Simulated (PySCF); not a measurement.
# One shape, several levels: BSiH5 (boranylsilane)

Aim: a comparison of 4 runs (B2PLYP/STO-3G, M06-2X/STO-3G, PBE0/STO-3G, NEVPT2(2,2)/STO-3G) of BSiH5 (boranylsilane). Input form: a Python script.

Program for the calculation: PySCF 2.14.0.

## Step 1: The molecule

The species is BSiH5 (7 atoms), meant as a singlet with charge 0. As SMILES, `B[SiH3]`. Geometry: relaxed at PBE0-D4/def2-TZVP.

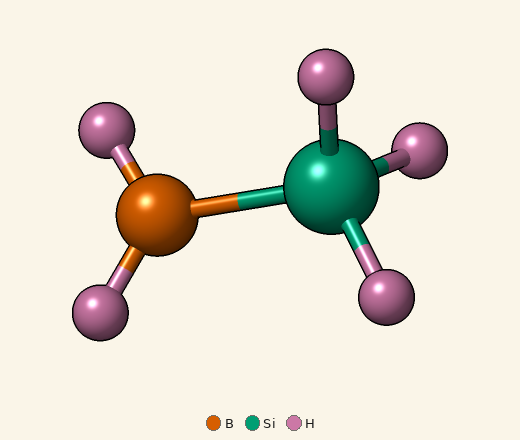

The structure, seen from a chosen angle (boron orange, silicon teal, hydrogen pink).

## Step 2: The energy at B2PLYP/STO-3G (run 1)

Input file mol.xyz:

```xyz
7
BH5Si
B     -0.043200    -1.189000     0.204300
Si     0.089100     0.785300    -0.148500
H     -1.126000    -1.690600     0.290100
H      0.906400    -1.902500     0.335400
H     -0.616000     1.093400    -1.427200
H     -0.623600     1.516700     0.939600
H      1.474500     1.318800    -0.239500
```

Input file job.py:

```python
# B[SiH3]
from pyscf import gto, dft, mp

mol = gto.M(
    atom='mol.xyz',
    max_memory=1860,
    verbose=3,
    basis='sto-3g',
)

calc0 = dft.RKS(mol)
calc0.xc = '0.53*HF + 0.47*B88, 0.73*LYP'
calc0.grids.level = 5
calc0.conv_tol = 1e-10
calc0.kernel()
if not calc0.converged:
    calc0 = calc0.newton().run(calc0.mo_coeff, calc0.mo_occ)

pt = mp.MP2(calc0, frozen=6).run()
energy = calc0.e_tot + 0.27 * pt.e_corr
print('PT2 part  %.8f' % (0.27 * pt.e_corr))
print('Final energy', energy)
```

On the command line:

```
$ OMP_NUM_THREADS=1 python job.py
```

Log:

```text
converged SCF energy = -313.394383301466
E(RMP2) = -313.490480681042  E_corr = -0.0960973795760719
E(SCS-RMP2) = -313.506052148899  E_corr = -0.111668847433008
PT2 part  -0.02594629
Final energy -313.42032959395164
```

Wall time 2.8 s (1 thread of Arm Neoverse V1, shared host); peak memory 0.2 GiB.

## Step 3: The energy at M06-2X/STO-3G (run 2)

Input file job.py:

```python
# B[SiH3]
from pyscf import gto, dft

system = gto.M(
    atom='''
B     -0.081636    -2.246884     0.386071
Si     0.168375     1.484002    -0.280624
H     -2.127832    -3.194771     0.548210
H      1.712848    -3.595204     0.633814
H     -1.164071     2.066227    -2.697017
H     -1.178433     2.866148     1.775587
H      2.786401     2.492171    -0.452589
''',
    verbose=4,
    max_memory=1860,
    basis='sto-3g',
    unit='bohr',
)

myscf = dft.RKS(system, xc='m06-2x')
myscf.grids.level = 5
myscf.conv_tol = 1e-10
myscf.kernel()
if not myscf.converged:
    myscf = myscf.newton().run(myscf.mo_coeff, myscf.mo_occ)

e_final = myscf.e_tot
print('E = %.10f Eh' % e_final)
```

On the command line:

```
$ OMP_NUM_THREADS=1 python job.py
```

Log:

```text
PySCF version 2.14.0

[... 72 lines left out ...]
converged SCF energy = -313.628148521526
E = -313.6281485215 Eh
```

Wall time 4.2 s (1 thread of Arm Neoverse V1, shared host); peak memory 0.21 GiB.

## Step 4: A single-point energy at PBE0/STO-3G (run 3)

mol.xyz is that of step 2.

Input file input.py:

```python
from pyscf import gto, dft

mol = gto.M(
    atom='mol.xyz',
    max_memory=1860,
    verbose=4,
    basis='sto-3g',
)

myscf = dft.RKS(mol)
myscf.xc = 'pbe0'
myscf.grids.level = 5
myscf.conv_tol = 1e-10
myscf.kernel()
if not myscf.converged:
    myscf = myscf.newton().run(myscf.mo_coeff, myscf.mo_occ)

e_final = myscf.e_tot
print(f'total energy: {e_final:.8f} hartree')
```

On the command line:

```
$ OMP_NUM_THREADS=1 python input.py
```

Log:

```text
PySCF version 2.14.0

[... 68 lines left out ...]
converged SCF energy = -313.465292100717
total energy: -313.46529210 hartree
```

Run time: 2.7 s. Hardware: 1 thread of Arm Neoverse V1, shared host; peak memory 0.2 GiB.

## Step 5: The energy at NEVPT2(2,2)/STO-3G (run 4)

Input file job.py:

```python
# B[SiH3]
import numpy
from pyscf import gto, scf, mp, mcscf, mrpt

system = gto.Mole()
system.atom = '''
B     -0.081636    -2.246884     0.386071
Si     0.168375     1.484002    -0.280624
H     -2.127832    -3.194771     0.548210
H      1.712848    -3.595204     0.633814
H     -1.164071     2.066227    -2.697017
H     -1.178433     2.866148     1.775587
H      2.786401     2.492171    -0.452589
'''
system.max_memory = 1860
system.verbose = 3
system.unit = 'bohr'
system.spin = 0
system.basis = 'sto-3g'
system.build()

hf = scf.RHF(system)
hf.conv_tol = 1e-10
hf.kernel()
if not hf.converged:
    hf = hf.newton().run(hf.mo_coeff, hf.mo_occ)

pt = mp.MP2(scf.addons.convert_to_uhf(hf)).run()
noons, natorbs = mcscf.addons.make_natural_orbitals(pt)
print('natural occupations', numpy.round(noons[:40], 4))
cas = mcscf.CASSCF(hf, 2, 2)
cas.fix_spin_(ss=0.0)
cas.natorb = True
cas.kernel(natorbs)
e_pt2 = mrpt.NEVPT(cas).kernel()
energy = cas.e_tot + e_pt2
print(f'total energy: {energy:.8f} hartree')
```

On the command line:

```
$ OMP_NUM_THREADS=1 python job.py
```

Log:

```text
converged SCF energy = -312.842489559739
E(UMP2) = -312.921996638428  E_corr = -0.0795070786890738
E(SCS-UMP2) = -312.934128056479  E_corr = -0.0916384967400709
natural occupations [2.     1.9999 1.9999 1.9998 1.9998 1.9998 1.9922 1.9895 1.9888 1.9865
 1.986  1.9842 0.0152 0.0125 0.012  0.0108 0.0095 0.0092 0.0046]
CASSCF energy = -312.853965042518
CASCI E = -312.853965042518  E(CI) = -1.34966781991204  S^2 = 0.0000000
Sr    (-1)',   E = -0.00000000000733
Si    (+1)',   E = -0.00000000000273
Sijrs (0)  ,   E = -0.05539413808865
Sijr  (+1) ,   E = -0.00380459431425
Srsi  (-1) ,   E = -0.00380046632527
Srs   (-2) ,   E = -0.00134066451457
Sij   (+2) ,   E = -0.00055242590925
Sir   (0)' ,   E = -0.00569338859293
Nevpt2 Energy = -0.070585677754969
total energy: -312.92455072 hartree
```

It took 0.97 s on 1 thread of Arm Neoverse V1, shared host; peak memory 0.12 GiB.

## Step 6: Overview of the runs

| run | level | frozen core orbitals | integration grid | energy (Eh) | dipole moment (D) of the reference | HOMO energy (eV) | LUMO energy (eV) | wall time |
| --- | --- | --- | --- | --- | --- | --- | --- | --- |
| 1 | B2PLYP/STO-3G | 6 | 5 | -313.420330 | 0.13 | -7.78 | 2.95 | 2.8 s |
| 2 | M06-2X/STO-3G | – | 5 | -313.628149 | 0.12 | -7.80 | 2.17 | 4.2 s |
| 3 | PBE0/STO-3G | – | 5 | -313.465292 | 0.04 | -6.64 | 0.97 | 2.7 s |
| 4 | NEVPT2(2,2)/STO-3G | – | – | -312.924551 | 0.21 | -9.59 | 6.27 | 0.97 s |

## Step 7: Outcome

```
                                    quantity          value
                         run 4: total energy  -312.92455 Eh
 run 4: dipole moment (Hartree–Fock density)         0.21 D
  run 4: HOMO energy (Hartree–Fock orbitals)       -9.59 eV
  run 4: LUMO energy (Hartree–Fock orbitals)        6.27 eV
run 4: HOMO–LUMO gap (Hartree–Fock orbitals)       15.86 eV
```

What this shows: Over runs 1, 2, 3 the dipole moment (its size) runs from 0.04 D (PBE0/STO-3G) to 0.13 D (B2PLYP/STO-3G). A double hybrid's value is that of its SCF part. Over runs 1, 2, 3 the HOMO–LUMO gap runs from 7.61 eV (PBE0/STO-3G) to 10.72 eV (B2PLYP/STO-3G). Totals of different functionals can't be ranked against each other. In runs 1, 2, 3, 4 the basis is minimal, so the values are rough. All runs together took 11 s, the longest 4.2 s.
